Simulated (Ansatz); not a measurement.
**Run report: Si2NH8OF, molecular dynamics (part 4 of 4)**

Continued. System: Si2NH8OF. Method: RKS PBE0/def2-SVP (Ansatz 0.2.0). It belongs to a series of runs on one base structure; here: dynamics from the highest image of the converged band.

Geometry of the input (Å):
```
Si -0.0229  -0.1171  -0.0911
H  -0.0922  0.2676  1.6251
Si 2.1713  0.0407  -0.8615
H  2.5836  -1.2938  -1.3857
H  2.3269  1.0646  -1.9437
H  3.0598  0.4242  0.2772
N  -0.8412  1.3090  -0.5717
H  -1.8366  1.4488  -0.4378
H  -0.3506  2.1641  -0.8001
O  -1.1612  -1.2781  -0.3969
H  -0.8920  -2.1197  -0.0083
F  0.8696  -1.5648  1.0852
H  0.3515  -0.5431  1.6464
```

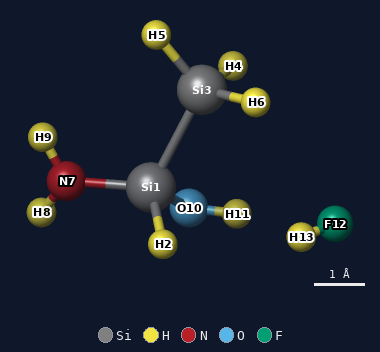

Figure 1. The geometry at step 165 of the log (ball-and-stick view, seen at a tilt; atoms are numbered from 1 in the order of the input).

Trajectory as extended XYZ, continued:
```
13
Properties=species:S:1:pos:R:3:forces:R:3 step=124 time_fs=62.0 energy=-22117.75475 temperature=645.4
Si   -0.1777    0.2200   -0.1190    1.1410  -0.2038  -0.4343
H    -0.0964    0.2323    1.3776    0.0089   0.1720   0.4616
Si    2.1020    0.0397   -0.9175   -0.3401   0.1707  -0.2252
H     2.1766   -1.2254   -1.7672    0.0069   0.4971   0.2087
H     2.5215    1.2680   -1.7086   -0.1559  -0.3573   0.0046
H     3.1248   -0.0563    0.1642   -0.0502  -0.0961   0.1550
N    -1.0126    1.4916   -0.8878   -0.2516   0.3657  -0.0245
H    -2.0308    1.5733   -0.8526    0.3888   0.0095   0.0156
H    -0.5537    2.3504   -1.1960   -0.1886  -0.4129   0.1221
O    -0.9532   -1.1963   -0.4511   -0.6402   0.0261  -0.4597
H    -0.5761   -1.9825   -0.0625    0.2350  -0.3978   0.2352
F     1.1465   -2.2309    1.5550   -1.2069   1.9531   0.2193
H     0.6887   -1.3953    1.7551    1.0529  -1.7263  -0.2785
13
Properties=species:S:1:pos:R:3:forces:R:3 step=129 time_fs=64.5 energy=-22117.74515 temperature=637.8
Si   -0.1844    0.2416   -0.1305    1.3652  -0.4844   0.9110
H    -0.0963    0.2598    1.4444   -0.0839   0.1702  -0.7247
Si    2.0884    0.0428   -0.9151   -0.0812   0.1832  -0.4718
H     2.1610   -1.2228   -1.7751   -0.0480   0.5521   0.2542
H     2.5441    1.2614   -1.7214   -0.2432  -0.4454   0.1139
H     3.1338   -0.0862    0.1421   -0.1055  -0.0624   0.1993
N    -1.0157    1.5019   -0.9006   -0.3998  -0.0108   0.0472
H    -2.0305    1.5559   -0.8814    0.1354   0.0820   0.0004
H    -0.5717    2.3345   -1.2594    0.0465   0.0186  -0.0319
O    -0.9396   -1.1886   -0.4518   -0.3865  -0.6726  -0.1538
H    -0.5808   -2.0061   -0.0692   -0.0554   0.4575  -0.0914
F     1.1652   -2.2735    1.5829    0.0764  -0.3942  -0.3436
H     0.7353   -1.4791    1.7468   -0.2199   0.6063   0.2913
13
Properties=species:S:1:pos:R:3:forces:R:3 step=135 time_fs=67.5 energy=-22117.68605 temperature=596.3
Si   -0.1885    0.2660   -0.1417    1.3785  -0.7862   1.4674
H    -0.1027    0.3060    1.4691   -0.1254   0.1267  -1.1624
Si    2.0718    0.0471   -0.9135    0.1108   0.2816  -0.0617
H     2.1386   -1.1808   -1.7673   -0.0860   0.0391  -0.0524
H     2.5530    1.2215   -1.7294   -0.1623  -0.1012  -0.0030
H     3.1355   -0.1265    0.1307   -0.2345   0.0103   0.1506
N    -1.0214    1.5141   -0.9157   -0.0397  -0.1077   0.0553
H    -2.0251    1.5417   -0.9159   -0.4490   0.1323  -0.0124
H    -0.5894    2.3171   -1.3387    0.1438   0.1611  -0.1133
O    -0.9254   -1.1823   -0.4536   -0.5100  -0.1651  -0.2895
H    -0.5880   -2.0045   -0.0814    0.1198   0.1875   0.0844
F     1.1880   -2.3265    1.6149    0.1883  -0.6111  -0.3814
H     0.7719   -1.5271    1.7595   -0.3342   0.8326   0.3185
13
Properties=species:S:1:pos:R:3:forces:R:3 step=141 time_fs=70.5 energy=-22117.65903 temperature=578.2
Si   -0.1884    0.2881   -0.1486    1.0996  -0.9644   0.8743
H    -0.1194    0.3631    1.4013   -0.0927   0.0934  -0.4933
Si    2.0556    0.0522   -0.9120    0.1299   0.2840   0.4546
H     2.1088   -1.1360   -1.7644   -0.1053  -0.5372  -0.3866
H     2.5489    1.1742   -1.7383    0.0340   0.3928  -0.2127
H     3.1176   -0.1660    0.1324   -0.2775   0.0789   0.1062
N    -1.0279    1.5260   -0.9306   -0.4612   0.4720  -0.3052
H    -2.0467    1.5384   -0.9513    0.2593   0.1122  -0.0022
H    -0.5980    2.3076   -1.4241   -0.1420  -0.3749   0.1846
O    -0.9140   -1.1768   -0.4569   -0.6259   0.5232  -0.4516
H    -0.5841   -1.9896   -0.0854    0.3366  -0.3158   0.3140
F     1.2112   -2.3813    1.6454   -1.1343   2.0572   0.0907
H     0.7887   -1.5229    1.7967    0.9794  -1.8215  -0.1726
13
Properties=species:S:1:pos:R:3:forces:R:3 step=147 time_fs=73.5 energy=-22117.66853 temperature=584.4
Si   -0.1849    0.3072   -0.1532    0.5714  -0.9117  -0.6041
H    -0.1440    0.4292    1.2978   -0.0387   0.1727   1.0180
Si    2.0397    0.0581   -0.9094    0.1825   0.0169   0.0111
H     2.0701   -1.1312   -1.7904   -0.1099  -0.3112  -0.1531
H     2.5465    1.1569   -1.7631    0.0751   0.3919  -0.0978
H     3.0769   -0.1991    0.1437   -0.1648   0.0996   0.1218
N    -1.0369    1.5403   -0.9471   -0.4114   0.0951  -0.0998
H    -2.0531    1.5445   -0.9867    0.1713   0.0635   0.0307
H    -0.6147    2.2733   -1.4984    0.0579  -0.0524  -0.0632
O    -0.9057   -1.1693   -0.4623   -0.1465  -0.3481   0.0623
H    -0.5569   -1.9884   -0.0688   -0.0656   0.6045  -0.1500
F     1.2305   -2.4294    1.6758    0.6036  -1.6050  -0.5715
H     0.8663   -1.6267    1.8278   -0.7251   1.7841   0.4955
13
Properties=species:S:1:pos:R:3:forces:R:3 step=153 time_fs=76.5 energy=-22117.68069 temperature=592.5
Si   -0.1798    0.3236   -0.1593   -0.0371  -0.6781  -1.0270
H    -0.1721    0.5092    1.2727   -0.0097   0.1063   1.2579
Si    2.0245    0.0641   -0.9069    0.3477  -0.2081  -0.9067
H     2.0222   -1.1506   -1.8277   -0.0746   0.2830   0.3322
H     2.5492    1.1703   -1.7942   -0.0655  -0.0124   0.2901
H     3.0223   -0.2238    0.1654   -0.0167   0.0943   0.1335
N    -1.0480    1.5553   -0.9642    0.3731  -0.1555   0.0920
H    -2.0498    1.5560   -1.0197   -0.4694   0.0065   0.0405
H    -0.6272    2.2327   -1.5773    0.1506   0.0647  -0.1912
O    -0.8985   -1.1627   -0.4678   -0.2282   0.3832  -0.0505
H    -0.5300   -1.9493   -0.0586    0.1510  -0.0677   0.1135
F     1.2511   -2.4816    1.7042   -0.3809   0.6448  -0.1338
H     0.9088   -1.6345    1.8913    0.2597  -0.4611   0.0495
13
Properties=species:S:1:pos:R:3:forces:R:3 step=159 time_fs=79.5 energy=-22117.66623 temperature=582.7
Si   -0.1747    0.3379   -0.1681   -0.6038  -0.1177   0.3262
H    -0.2009    0.5960    1.3416    0.0399  -0.2416  -0.3116
Si    2.0103    0.0695   -0.9070    0.4663  -0.1920  -1.1351
H     1.9682   -1.1491   -1.8392    0.0010   0.4180   0.4476
H     2.5470    1.1842   -1.8020   -0.1121  -0.2093   0.4684
H     2.9656   -0.2403    0.1980    0.0394   0.0942   0.0513
N    -1.0575    1.5697   -0.9812    0.1605   0.1326  -0.3163
H    -2.0744    1.5683   -1.0487    0.2741  -0.0277   0.1057
H    -0.6303    2.1930   -1.6677   -0.1606  -0.3518   0.2432
O    -0.8924   -1.1545   -0.4734   -0.1062   0.5079   0.0862
H    -0.4918   -1.9115   -0.0407    0.1273  -0.2099   0.1308
F     1.2706   -2.5322    1.7317   -0.7171   1.6904   0.1581
H     0.9620   -1.6590    1.9622    0.5914  -1.4929  -0.2546
13
Properties=species:S:1:pos:R:3:forces:R:3 step=165 time_fs=82.5 energy=-22117.58872 temperature=529.1
Si   -0.1715    0.3519   -0.1760   -1.0579   0.3977   1.0435
H    -0.2262    0.6631    1.3900    0.0936  -0.4612  -1.1560
Si    1.9975    0.0744   -0.9104    0.4430   0.0065  -0.4403
H     1.9142   -1.1160   -1.8157    0.0657  -0.0453   0.0780
H     2.5367    1.1833   -1.7723    0.0500   0.0136   0.2579
H     2.9117   -0.2486    0.2345    0.0232   0.0943  -0.0950
N    -1.0658    1.5844   -0.9996    0.2356  -0.2253  -0.0096
H    -2.0822    1.5783   -1.0690    0.2548  -0.0466   0.1256
H    -0.6434    2.1288   -1.7429   -0.0401  -0.1042  -0.0004
O    -0.8866   -1.1439   -0.4782    0.3833  -0.2363   0.6144
H    -0.4466   -1.8851   -0.0156   -0.3360   0.4209  -0.3132
F     1.2876   -2.5775    1.7593    0.4969  -2.1408  -0.9952
H     1.0518   -1.7658    2.0253   -0.6123   2.3269   0.8903
13
Properties=species:S:1:pos:R:3:forces:R:3 step=171 time_fs=85.5 energy=-22117.60201 temperature=537.8
Si   -0.1714    0.3670   -0.1811   -1.3107   0.5586   0.6146
H    -0.2438    0.6924    1.3473    0.0920  -0.3981  -0.7840
Si    1.9860    0.0792   -0.9150    0.2991   0.1673   0.4116
H     1.8656   -1.0875   -1.7863    0.1037  -0.5687  -0.3745
H     2.5313    1.1847   -1.7215    0.2811   0.3726  -0.1017
H     2.8601   -0.2491    0.2633    0.0456   0.0611  -0.1660
N    -1.0722    1.5979   -1.0181    0.9615  -0.4010   0.2654
H    -2.0744    1.5844   -1.0789   -0.4507  -0.0517   0.0880
H    -0.6604    2.0546   -1.8180    0.0266   0.0323  -0.1899
O    -0.8793   -1.1338   -0.4803    0.0211   0.4476   0.2357
H    -0.4230   -1.8351   -0.0098    0.0461  -0.4070   0.1248
F     1.3055   -2.6279    1.7838   -0.5220   1.8086   0.4403
H     1.1138   -1.7594    2.1360    0.4067  -1.6215  -0.5645
13
Properties=species:S:1:pos:R:3:forces:R:3 step=176 time_fs=88.0 energy=-22117.63824 temperature=562.6
Si   -0.1745    0.3808   -0.1839   -1.2844   0.3558  -0.5495
H    -0.2526    0.6915    1.2622    0.0252  -0.0890   0.4414
Si    1.9772    0.0836   -0.9182    0.2136   0.1044   0.3525
H     1.8320   -1.0964   -1.7827    0.1848  -0.3828  -0.3143
H     2.5435    1.2073   -1.6834    0.2936   0.3040  -0.1665
H     2.8202   -0.2455    0.2771    0.1226  -0.0052  -0.1197
N    -1.0735    1.6074   -1.0326    0.6263  -0.1475  -0.2049
H    -2.0888    1.5862   -1.0810    0.1210  -0.0290   0.0966
H    -0.6743    1.9932   -1.8898   -0.2307  -0.1765   0.2482
O    -0.8728   -1.1241   -0.4808    0.0267   0.3076   0.2523
H    -0.4044   -1.8124   -0.0012    0.0065  -0.4125   0.0931
F     1.3191   -2.6657    1.8050   -0.3334   1.2852   0.3231
H     1.1822   -1.8211    2.2058    0.2281  -1.1145  -0.4522
13
Properties=species:S:1:pos:R:3:forces:R:3 step=182 time_fs=91.0 energy=-22117.56121 temperature=509.7
Si   -0.1817    0.3983   -0.1890   -1.0576   0.0192  -1.6105
H    -0.2618    0.6854    1.2017   -0.0535   0.2629   1.6091
Si    1.9673    0.0892   -0.9212    0.2944   0.0273  -0.3112
H     1.8071   -1.1319   -1.7999    0.3112   0.2940   0.0814
H     2.5793    1.2541   -1.6487    0.0574  -0.2042   0.0222
H     2.7825   -0.2421    0.2848    0.2002  -0.0870  -0.0291
N    -1.0718    1.6179   -1.0510    0.1571  -0.1472  -0.2070
H    -2.0956    1.5862   -1.0760    0.4284   0.0060   0.1040
H    -0.7076    1.9074   -1.9587   -0.1814  -0.0959   0.1980
O    -0.8647   -1.1113   -0.4798    0.3586  -0.4926   0.6235
H    -0.3865   -1.8097    0.0112   -0.4187   0.2665  -0.3484
F     1.3343   -2.7080    1.8306    0.0037  -1.8239  -1.3370
H     1.2782   -1.9416    2.2766   -0.1000   1.9748   1.2051
13
Properties=species:S:1:pos:R:3:forces:R:3 step=188 time_fs=94.0 energy=-22117.60392 temperature=539.2
Si   -0.1921    0.4160   -0.1984   -0.7923   0.0463  -0.2004
H    -0.2745    0.6976    1.2588   -0.0013   0.1033   0.2494
Si    1.9583    0.0949   -0.9251    0.5013   0.0923  -0.4736
H     1.8082   -1.1452   -1.8120    0.3324   0.5786   0.2186
H     2.6202    1.2849   -1.6130   -0.1425  -0.5100   0.1038
H     2.7611   -0.2457    0.2893    0.1572  -0.1122  -0.0360
N    -1.0685    1.6274   -1.0704    0.5552  -0.1978   0.0976
H    -2.0754    1.5867   -1.0617   -0.4068   0.0357   0.1333
H    -0.7551    1.8138   -2.0135    0.0455   0.0531  -0.1740
O    -0.8551   -1.1005   -0.4759   -0.2090   0.1228   0.0763
H    -0.3969   -1.7954    0.0017    0.0587  -0.3568   0.1487
F     1.3493   -2.7546    1.8525   -0.0813   1.8998   1.0685
H     1.3692   -1.9662    2.4059   -0.0171  -1.7552  -1.2121
13
Properties=species:S:1:pos:R:3:forces:R:3 step=194 time_fs=97.0 energy=-22117.62788 temperature=555.1
Si   -0.2050    0.4339   -0.2084   -0.3539  -0.0341   1.2626
H    -0.2874    0.7190    1.3388    0.0358  -0.0543  -1.1067
Si    1.9509    0.1008   -0.9302    0.6075   0.2435   0.1082
H     1.8371   -1.1134   -1.8084    0.2306   0.2163  -0.0705
H     2.6508    1.2757   -1.5701   -0.0891  -0.2912  -0.0610
H     2.7526   -0.2586    0.2902    0.0301  -0.0918  -0.1063
N    -1.0625    1.6358   -1.0898   -0.0697  -0.0567  -0.4505
H    -2.0787    1.5908   -1.0364    0.0326   0.1273   0.0994
H    -0.8016    1.7232   -2.0755   -0.0596   0.0227   0.3141
O    -0.8463   -1.0895   -0.4714   -0.2890  -0.0859   0.0566
H    -0.4069   -1.8043    0.0002    0.0180  -0.1240   0.0961
F     1.3640   -2.7950    1.8776   -0.1404  -0.0900  -0.3184
H     1.4582   -2.0943    2.4622    0.0471   0.2182   0.1764
13
Properties=species:S:1:pos:R:3:forces:R:3 step=200 time_fs=100.0 energy=-22117.59801 temperature=534.5
Si   -0.2189    0.4515   -0.2149    0.1433  -0.3141   1.4412
H    -0.2978    0.7374    1.3329    0.0069   0.0110  -1.1528
Si    1.9452    0.1076   -0.9349    0.4881   0.3144   0.8118
H     1.8856   -1.0647   -1.8120    0.0930  -0.3558  -0.4802
H     2.6752    1.2436   -1.5332    0.1455   0.2262  -0.3038
H     2.7470   -0.2794    0.2825   -0.0533  -0.0718  -0.0974
N    -1.0569    1.6438   -1.1116   -0.7519  -0.0353  -0.4435
H    -2.0800    1.6058   -1.0033    0.4433   0.2116  -0.0119
H    -0.8520    1.6355   -2.1149   -0.0459   0.0907   0.2991
O    -0.8390   -1.0791   -0.4664   -0.1625  -0.6703   0.2741
H    -0.4167   -1.8209    0.0050   -0.2178   0.4815  -0.1976
F     1.3778   -2.8356    1.9012   -0.2790  -0.5231  -0.7521
H     1.5556   -2.2102    2.5345    0.1903   0.6350   0.6132
```

Key numbers:

| quantity | value |
| --- | --- |
| outcome | finished |
| mean temperature over the second half | 594 K |
| trajectory | 200 steps, 100 fs |
| ensemble | nve |
| temperature in the input | 100.0 K |
| time step | 0.5 fs |
| potential energy (last step) | −22117.5980 eV |
| mean-field energy (last step) | −22117.5980 eV |
| largest force (length of the vector) (last step) | 1.482 eV/Å |
| wall time | 5.3 min (CPU time 20 min) |
| peak memory | 0.28 GiB |

Notes:

So short a trajectory is not equilibrated.
